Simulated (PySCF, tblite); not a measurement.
# C₇H₁₉B₂N: geometry, infrared bands and NMR shifts, part 2 of 2

tblite 0.8.0 and PySCF 2.14.0. Atoms count from 0. The steps go on from the part before.

## (5) Nuclear shieldings: PBE0/pcSseg-1

What the job is given:

```
{"job": {"kind": "nmr", "xc": "PBE0", "basis": "pcSseg-1"}, "charge": 0, "multiplicity": 1}
C      2.007479     2.123466    -0.037771
B      1.685663     0.596901    -0.220643
C      2.588698    -0.260850    -1.172743
C      0.486854    -0.093362     0.603642
C      0.547417    -1.609526     0.811462
C     -0.871244    -2.089677     1.189371
B     -1.839633    -0.796900     0.993407
N     -0.887805     0.170510     0.045219
C     -0.988253    -0.255069    -1.359072
C     -1.304925     1.571799     0.159269
H      1.701358     2.638373    -0.969523
H      1.506705     2.625277     0.802135
H      3.094917     2.296236     0.030253
H      2.045407    -1.039106    -1.730722
H      3.280733    -0.815801    -0.507921
H      3.211492     0.325920    -1.863991
H      0.449085     0.378472     1.601137
H      1.306089    -1.833052     1.578903
H      0.906097    -2.107415    -0.104394
H     -0.901303    -2.444395     2.230819
H     -1.155476    -2.954392     0.567592
H     -1.992520    -0.141168     2.022609
H     -2.895269    -0.950204     0.384531
H     -0.303158     0.324406    -2.000158
H     -0.749158    -1.321472    -1.440258
H     -2.020465    -0.107549    -1.698635
H     -1.162475     1.904534     1.193975
H     -0.735458     2.219318    -0.524875
H     -2.373974     1.636025    -0.082806
```

Method: GIAO PBE0/pcSseg-1 NMR shielding, non-relativistic, gas phase.

Log:

```text
coarse grid: 22616 points
cycle   1  E = -381.9429119016  dE =  8.275e-01  |g| = 6.306e-01  |ddm| = 4.521e+00
cycle   2  E = -381.9251739983  dE =  1.774e-02  |g| = 7.120e-01  |ddm| = 1.333e+00
cycle   3  E = -382.0532755866  dE = -1.281e-01  |g| = 7.127e-02  |ddm| = 6.905e-01
cycle   4  E = -382.0541027131  dE = -8.271e-04  |g| = 3.817e-02  |ddm| = 8.988e-02
cycle   5  E = -382.0544254425  dE = -3.227e-04  |g| = 8.494e-03  |ddm| = 3.809e-02
cycle   6  E = -382.0544398792  dE = -1.444e-05  |g| = 2.864e-03  |ddm| = 9.655e-03
cycle   7  E = -382.0544417619  dE = -1.883e-06  |g| = 3.797e-04  |ddm| = 2.649e-03
final grid: 213936 points
cycle   8  E = -382.1114260693  dE = -1.300e-04  |g| = 1.133e-02  |ddm| = 6.346e-02
cycle   9  E = -382.1114177019  dE =  8.367e-06  |g| = 1.274e-02  |ddm| = 2.231e-02
cycle  10  E = -382.1114598789  dE = -4.218e-05  |g| = 1.092e-03  |ddm| = 1.233e-02
cycle  11  E = -382.1114601117  dE = -2.328e-07  |g| = 4.451e-04  |ddm| = 1.428e-03
cycle  12  E = -382.1114601515  dE = -3.984e-08  |g| = 1.008e-04  |ddm| = 3.483e-04
cycle  13  E = -382.1114601533  dE = -1.771e-09  |g| = 3.935e-05  |ddm| = 1.031e-04
cycle  14  E = -382.1114601537  dE = -3.671e-10  |g| = 4.860e-06  |ddm| = 3.959e-05
converged SCF energy = -382.1114601537

GIAO shielding tensors (ppm)
atom      isotropic    diamagn.    paramagn.     s11        s22        s33       span
  0 C      164.022     254.576     -90.554    143.841    167.554    180.670     36.829
  1 B        8.706     189.798    -181.092    -55.800    -37.794    119.712    175.512
  2 C      166.763     254.409     -87.646    143.064    174.652    182.572     39.508
  3 C      115.398     254.281    -138.883     85.374    111.029    149.792     64.418
  4 C      155.141     250.269     -95.128    124.453    162.195    178.774     54.321
  5 C      173.192     249.785     -76.594    150.570    172.498    196.507     45.938
  6 B      103.233     188.725     -85.492     76.910     94.930    137.859     60.949
  7 N      185.793     322.098    -136.305    154.822    184.300    218.256     63.434
  8 C      138.092     251.237    -113.144    107.126    129.098    178.053     70.926
  9 C      131.686     249.149    -117.463     99.403    118.307    177.346     77.943
 10 H       30.468      30.733      -0.265     27.350     29.571     34.483      7.134
 11 H       30.156      32.562      -2.406     25.751     30.842     33.874      8.122
 12 H       29.893      29.078       0.815     25.809     28.524     35.346      9.537
 13 H       29.986      32.975      -2.989     25.882     31.129     32.947      7.065
 14 H       30.797      29.951       0.845     25.755     30.204     36.431     10.675
 15 H       30.142      30.018       0.124     26.513     28.914     34.999      8.486
 16 H       28.671      36.379      -7.708     24.237     28.658     33.118      8.881
 17 H       29.511      32.034      -2.523     24.538     28.214     35.781     11.243
 18 H       29.344      34.570      -5.226     24.166     28.500     35.365     11.198
 19 H       30.183      30.598      -0.416     26.093     26.749     37.707     11.615
 20 H       30.337      30.962      -0.625     26.176     27.366     37.470     11.293
 21 H       28.804      32.163      -3.359     24.279     28.824     33.308      9.029
 22 H       28.784      31.498      -2.715     25.312     27.695     33.344      8.032
 23 H       30.123      33.438      -3.315     25.233     29.373     35.762     10.529
 24 H       28.461      33.084      -4.623     24.596     27.098     33.688      9.091
 25 H       29.070      31.602      -2.532     25.080     26.617     35.514     10.434
 26 H       28.579      32.158      -3.580     25.288     26.197     34.251      8.963
 27 H       29.071      32.973      -3.901     24.334     28.502     34.377     10.043
 28 H       28.319      30.570      -2.251     23.880     26.218     34.858     10.979
```

It took 2.6 min on 1 thread of Arm Neoverse N1, shared host; peak memory 1.2 GiB.

Shifts follow as δ = σ(reference) − σ, with reference shieldings (ppm) from runs at the same level and on the same kind of geometry: 1H TMS 31.27, 13C TMS 184.4, 15N NH3 265.7, 11B BF3·OEt2 100.7. The references are single molecules in the gas phase, so shifts against H2O, NH3, PH3, H3PO4 or CFCl3 are not on the usual liquid scales and can be off by tens of ppm. Atoms listed in one row are averaged.

```
                       atoms                                               environment  σ (ppm)  δ (ppm)  δ scaled to CDCl3
                          C3                                  sp3 CH bonded to B and N    115.4     69.0               66.5
                          C9                                 methyl carbon bonded to N    131.7     52.7               50.7
                          C8                                 methyl carbon bonded to N    138.1     46.3               44.5
                          C4                                         sp3 CH2 in a ring    155.1     29.3               27.9
                      C0, C2                                 methyl carbon bonded to B    165.4     19.0               18.0
                          C5                                       sp3 CH2 bonded to B    173.2     11.2               10.4
               H26, H27, H28                   hydrogen on a methyl carbon bonded to N    28.66     2.61               2.69
                         H16                   hydrogen on an sp3 CH bonded to B and N    28.67     2.60               2.68
                         H22  hydrogen on a boron bonded to C, N, in a 5-membered ring    28.78     2.48                  –
                         H21  hydrogen on a boron bonded to C, N, in a 5-membered ring    28.80     2.46                  –
               H23, H24, H25                   hydrogen on a methyl carbon bonded to N    29.22     2.05               2.16
                         H18                          hydrogen on an sp3 CH2 in a ring    29.34     1.92               2.04
                         H17                          hydrogen on an sp3 CH2 in a ring    29.51     1.76               1.88
                         H19                        hydrogen on an sp3 CH2 bonded to B    30.18     1.08               1.24
H10, H11, H12, H13, H14, H15                   hydrogen on a methyl carbon bonded to B    30.24     1.03               1.19
                         H20                        hydrogen on an sp3 CH2 bonded to B    30.34     0.93               1.10
                          B1                                       boron bonded to 3 C      8.7     92.0                  –
                          B6           boron bonded to C, N, 2 H, in a 5-membered ring    103.2     -2.5                  –
                          N7                          donor nitrogen of a Lewis adduct    185.8     79.9                  –
```

The scaled column applies a straight-line fit of computed shieldings to shifts measured in CDCl3 (root-mean-square error 0.21 ppm for H, 2.0 ppm for C).

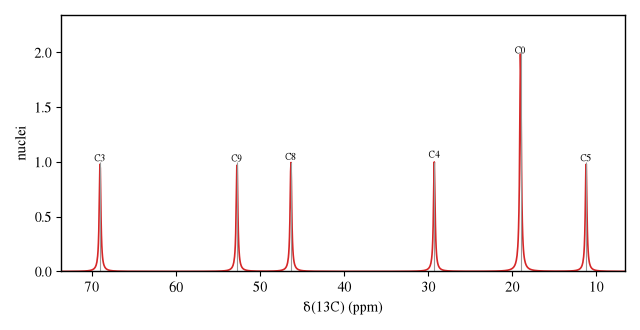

13C lines at the computed shifts, without couplings. Lines are broadened to a width of 0.23 ppm (Lorentzian).

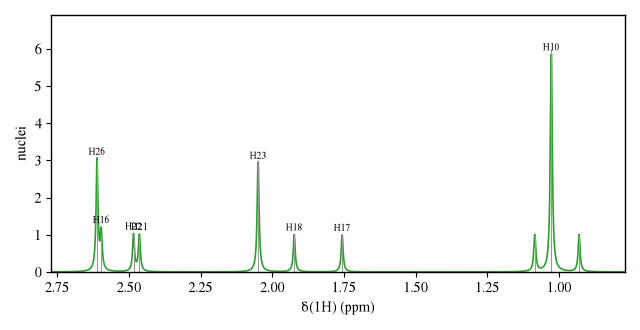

1H lines at the computed shifts, without couplings. Lines are broadened to a width of 0.01 ppm (Lorentzian).

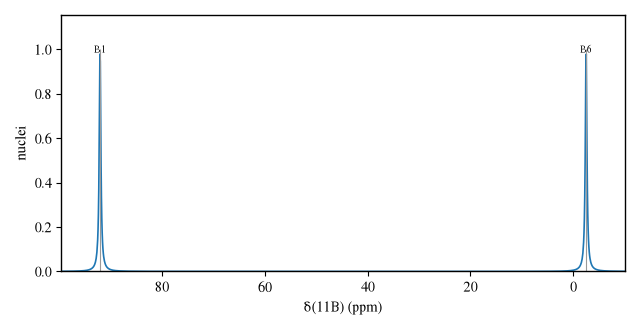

11B lines at the computed shifts, without couplings. Lines are broadened to a width of 0.38 ppm (Lorentzian).

The run also stored atomic charges by several schemes (e):

| atoms | Mulliken | IAO | Hirshfeld | ESP fit |
| --- | --- | --- | --- | --- |
| C0, C2 | -0.51 | -0.56 | -0.19 | -0.75 |
| B1 | 0.43 | 0.33 | 0.21 | 0.63 |
| C3 | -0.23 | -0.15 | -0.04 | 0.04 |
| C4 | -0.20 | -0.25 | -0.07 | -0.22 |
| C5 | -0.39 | -0.39 | -0.15 | -0.19 |
| B6 | 0.10 | -0.21 | -0.04 | 0.06 |
| N7 | -0.69 | -0.01 | 0.05 | 0.33 |
| C8 | -0.08 | -0.29 | -0.05 | -0.61 |
| C9 | -0.07 | -0.29 | -0.05 | -0.45 |

Mulliken charges:

C0 -0.51; B1 0.43; C2 -0.51; C3 -0.23; C4 -0.20; C5 -0.39; B6 0.10; N7 -0.69; C8 -0.08; C9 -0.07; H10 0.15; H11 0.13; H12 0.14; H13 0.14; H14 0.15; H15 0.13; H16 0.15; H17 0.12; H18 0.11; H19 0.11; H20 0.10; H21 -0.06; H22 -0.06; H23 0.13; H24 0.15; H25 0.15; H26 0.14; H27 0.12; H28 0.15

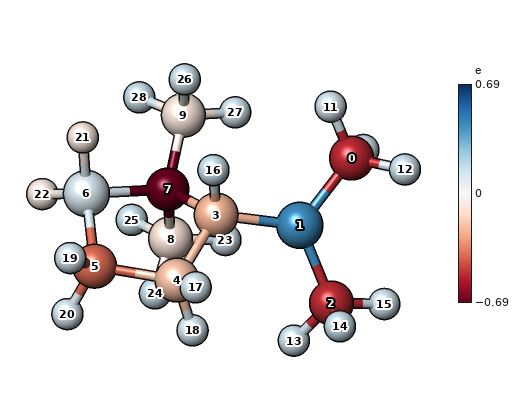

Mulliken charges, as colours on the atoms.

Mayer bond orders: C0–B1 1.08, B1–C2 1.08, B1–C3 0.89, C3–C4 1.04, C4–C5 1.02, C5–B6 0.93, B6–N7 0.57, N7–C8 0.91, N7–C9 0.92, N7–C3 0.84.

Ring of atoms C3, C4, C5, B6, N7: NICS(0) -5.7, NICS(1) -3.2, NICS(1)zz -4.1 ppm (means of both faces).

## (6) Nuclear shieldings: WP04/pcSseg-1

The job, as its differences from that of step 5:

```diff
@@ -1,2 +1,2 @@
-{"job": {"kind": "nmr", "xc": "PBE0", "basis": "pcSseg-1"}, "charge": 0, "multiplicity": 1}
+{"job": {"kind": "nmr", "xc": "WP04", "basis": "pcSseg-1", "pop": false}, "charge": 0, "multiplicity": 1}
 C      2.007479     2.123466    -0.037771
```

Method: GIAO WP04/pcSseg-1 NMR shielding, non-relativistic, gas phase.

Log:

```text
coarse grid: 22616 points
cycle   1  E = -392.5164071438  dE =  5.453e-01  |g| = 9.033e-01  |ddm| = 4.679e+00
cycle   2  E = -392.4109071535  dE =  1.055e-01  |g| = 1.089e+00  |ddm| = 1.900e+00
cycle   3  E = -392.7364430225  dE = -3.255e-01  |g| = 1.000e-01  |ddm| = 1.156e+00
cycle   4  E = -392.7383752100  dE = -1.932e-03  |g| = 4.752e-02  |ddm| = 1.392e-01
cycle   5  E = -392.7388797474  dE = -5.045e-04  |g| = 1.177e-02  |ddm| = 4.338e-02
cycle   6  E = -392.7389041268  dE = -2.438e-05  |g| = 4.972e-03  |ddm| = 1.110e-02
cycle   7  E = -392.7389095264  dE = -5.400e-06  |g| = 7.367e-04  |ddm| = 4.209e-03
final grid: 213936 points
cycle   8  E = -392.8229806188  dE = -2.127e-04  |g| = 1.252e-02  |ddm| = 7.875e-02
cycle   9  E = -392.8229587707  dE =  2.185e-05  |g| = 1.552e-02  |ddm| = 2.310e-02
cycle  10  E = -392.8230207373  dE = -6.197e-05  |g| = 1.150e-03  |ddm| = 1.358e-02
cycle  11  E = -392.8230209687  dE = -2.314e-07  |g| = 6.221e-04  |ddm| = 1.610e-03
cycle  12  E = -392.8230210463  dE = -7.760e-08  |g| = 1.388e-04  |ddm| = 4.533e-04
cycle  13  E = -392.8230210496  dE = -3.289e-09  |g| = 5.362e-05  |ddm| = 1.294e-04
cycle  14  E = -392.8230210503  dE = -6.728e-10  |g| = 7.663e-06  |ddm| = 4.960e-05
converged SCF energy = -392.8230210503

GIAO shielding tensors (ppm)
atom      isotropic    diamagn.    paramagn.     s11        s22        s33       span
  0 C      155.434     255.434     -99.999    139.295    157.177    169.830     30.535
  1 B        7.695     192.861    -185.166    -51.718    -33.737    108.540    160.258
  2 C      157.651     255.305     -97.654    138.945    163.849    170.158     31.213
  3 C      103.184     257.915    -154.731     71.347     99.742    138.463     67.116
  4 C      140.981     253.490    -112.509    111.455    147.414    164.072     52.617
  5 C      158.278     252.005     -93.727    137.193    157.490    180.151     42.958
  6 B       96.061     190.098     -94.037     71.464     89.817    126.904     55.440
  7 N      167.418     327.490    -160.072    139.109    164.693    198.453     59.344
  8 C      125.464     253.235    -127.772     96.423    115.327    164.641     68.218
  9 C      120.278     250.807    -130.530     90.296    106.168    164.369     74.074
 10 H       30.859      31.876      -1.017     27.999     30.008     34.569      6.571
 11 H       30.637      33.822      -3.185     26.493     31.299     34.120      7.627
 12 H       30.388      28.829       1.559     26.548     29.141     35.474      8.926
 13 H       30.459      34.729      -4.269     26.614     31.515     33.249      6.635
 14 H       31.116      30.444       0.672     26.525     30.631     36.192      9.666
 15 H       30.630      30.074       0.556     27.153     29.476     35.261      8.108
 16 H       29.056      38.285      -9.229     25.065     29.062     33.040      7.975
 17 H       29.991      32.580      -2.589     25.474     28.793     35.706     10.232
 18 H       29.810      36.437      -6.627     25.036     29.227     35.166     10.130
 19 H       30.659      30.436       0.223     27.000     27.528     37.448     10.448
 20 H       30.796      31.471      -0.675     27.096     28.076     37.216     10.119
 21 H       29.667      33.451      -3.784     25.451     29.647     33.902      8.451
 22 H       29.624      32.401      -2.776     26.371     28.622     33.880      7.510
 23 H       30.352      35.558      -5.205     25.923     29.608     35.526      9.603
 24 H       28.875      35.225      -6.351     25.299     27.659     33.666      8.366
 25 H       29.406      32.334      -2.927     25.743     27.034     35.443      9.700
 26 H       28.967      33.439      -4.472     25.902     26.752     34.245      8.343
 27 H       29.475      34.669      -5.194     25.046     28.946     34.433      9.387
 28 H       28.790      31.052      -2.261     24.669     26.757     34.944     10.275
```

It took 2.4 min on 1 thread of Arm Neoverse N1, shared host; peak memory 1.3 GiB.

In short: δ C3 69.3, C9 52.2, C8 47.0, C4 31.5, H16 2.51, H26 2.49 ppm (means over like atoms).

## (7) Side by side: NMR shifts

Shifts (ppm) of some atoms, chosen among heavy atoms and hydrogens apart, means over like atoms, with basis size and wall time:

```csv
run,C4,C0,C5,H22,H21,B1,B6,functions,time
PBE0/pcSseg-1,29.3,19.0,11.2,2.48,2.46,92.0,-2.5,265,2.6 min
WP04/pcSseg-1,31.5,15.9,14.2,1.94,1.90,88.0,-0.3,265,2.4 min
```

## (8) Summary of results

The summary covers parts 1 to 2.

| quantity | value |
| --- | --- |
| strongest single infrared mode (GFN2-xTB) | 2422 cm⁻¹, 266 km/mol |
| zero-point energy (GFN2-xTB) | 160.7 kcal/mol |
| point group | C1 |
| rotational constants (main isotopes) | 1.76, 1.07, 0.86 GHz |
| 13C shifts against TMS (PBE0/pcSseg-1, means over atoms taken as alike) | 69.0, 52.7, 46.3, 29.3, 19.0, 11.2 ppm |
| 1H shifts against TMS (PBE0/pcSseg-1, means over atoms taken as alike) | 2.61, 2.60, 2.48, 2.46, 2.05, 1.92, 1.76, 1.08, 1.03, 0.93 ppm |
| 11B shifts against BF3·OEt2 (PBE0/pcSseg-1) | 92.0, -2.5 ppm |
| 15N shifts against NH3 (PBE0/pcSseg-1) | 79.9 ppm |
| range of the shift of B1 | 88.0 to 92.0 ppm |

Relaxing lowered the energy by 0.525 eV in 75 steps; the close pair that moved most is B6–N7, from 1.566 to 1.668 Å (GFN2-xTB). No mode is imaginary among the 81: a minimum at this level. The strongest single mode, at 2422 cm⁻¹, moves mainly H21 and H22. Unscaled tight-binding wavenumbers are off by several per cent, some by more. Its intensities can rank the bands wrongly. Relaxing lowered the energy by 0.260 eV in 22 steps; the close pair that moved most is C0–H12, from 1.038 to 1.103 Å (PBE0/def2-SVP). C3 (sp3 CH bonded to B and N) lies farthest downfield among carbon, at 69.0 ppm; pulled downfield by the heteroatom. At PBE0/pcSseg-1: Shielding is most anisotropic at B1 (span 176 ppm, paramagnetic term -181 ppm). In ppm, B1 moves most: its shift spreads over 4.0 ppm, from 88.0 (WP04/pcSseg-1) to 92.0 (PBE0/pcSseg-1). Most of that comes from the computed reference, not from the atom's own shielding.
